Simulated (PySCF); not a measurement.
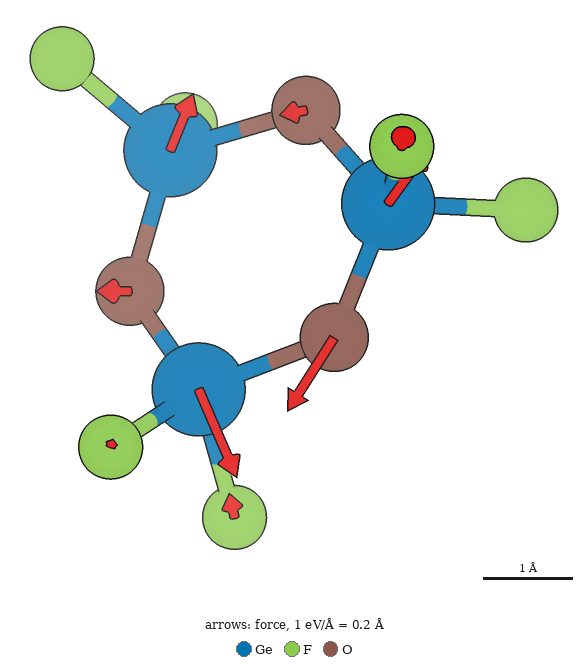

Starting geometry of Ge3O3F6 with the computed forces as red arrows. Style: ball-and-stick. Shown at a tilt.

The start comes from GFN2-xTB. Its atoms were then displaced at random by about 0.03 Å.

Method: PBE0-D3(BJ)/def2-SVP geometry optimisation, gas phase (PySCF). 

What follows when this structure is relaxed?

Answer. It isn't relaxed: the largest force vector, on a Ge atom, is 5.73 eV/Å. The final displacements follow the starting forces only in part (cosine between the two patterns 0.55). The energy falls by 19.1 kcal/mol in 10 geometry steps. The atom that moves furthest after the best rigid fit is a Ge atom (0.13 Å). By element the largest moves are Ge 0.13 Å, F 0.12 Å, O 0.08 Å. Near-neighbour distances that change, for instance: Ge–O 1.628 → 1.745 Å, Ge–O 1.677 → 1.745 Å, F–Ge 1.643 → 1.702 Å, F–Ge 1.758 → 1.702 Å. Bond angles that change, for instance: F–Ge–F 101.6° → 107.7°, Ge–O–Ge 125.1° → 129.6°, F–Ge–O 105.8° → 109.5°. The run took 2.6 min on 2 threads of AMD EPYC 9R45 96-Core Processor, with other jobs on the host.
